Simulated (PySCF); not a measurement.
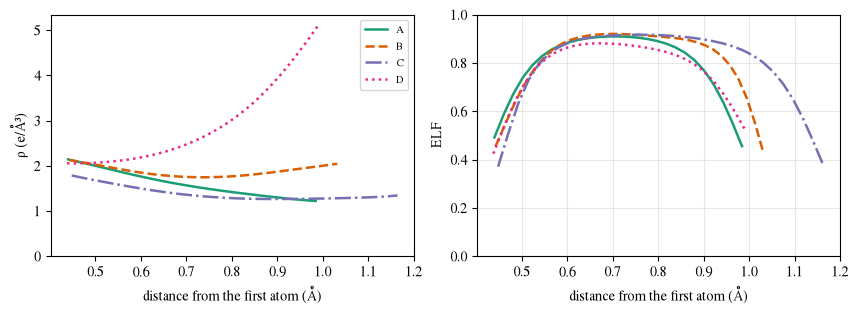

*C5H7OP3S. Total electron density and electron localisation function along straight lines between neighbouring atoms. The curves leave out the atomic cores.*

Geometry: GFN2-xTB.

Theory: PySCF, PBE0/pcSseg-1, SCF density, gas phase, non-relativistic.

The calculation's input:

```
{"job": {"kind": "nmr", "xc": "PBE0", "basis": "pcSseg-1"}, "charge": 0, "multiplicity": 1}
C     -3.001768     0.493829     0.255780
O     -1.750222     0.764542    -0.334316
C     -0.826060    -0.191915    -0.125983
P     -0.979631    -2.032221    -0.032643
C      0.476635    -2.329101    -1.089138
P      1.579617    -1.087911    -1.313828
C      0.630436     0.034710    -0.150822
S      1.183252     1.734734    -0.035075
C      2.800109     1.383798     0.714181
P     -0.037024    -0.749264     1.487117
H     -3.429570    -0.427578    -0.159028
H     -3.641722     1.342785     0.028282
H     -2.892756     0.379724     1.341756
H      0.562154    -3.282454    -1.587230
H      2.645407     0.888225     1.670473
H      3.295245     2.338003     0.857462
H      3.378898     0.752122     0.042939
```

Run with:

```sh
OMP_NUM_THREADS=1 python probes_run.py task.json out
```

### Which curve belongs to which contact (C–C, C–O, C–P and C–S)? The first atom named is at distance zero.

Curve A: C–P (1.68 Å): ρ at the midpoint is about 1.4 e/Å³; the ELF peaks at about 0.90 between the atoms (localised, covalent bonding). Curve B: C–C (1.47 Å): ρ at the midpoint is about 1.7 e/Å³; the ELF peaks at about 0.90 between the atoms, as expected for localised, covalent bonding. Curve C: C–S (1.79 Å): the density is about 1.3 e/Å³ at the midpoint; the ELF peaks at about 0.90 between the atoms (a shared electron pair). Curve D: C–O (1.35 Å): ρ is about 2.4 e/Å³ halfway, with its minimum of 2.1 e/Å³ about 0.5 Å from C; the ELF peaks at about 0.90 between the atoms; a shared but strongly polarised pair.
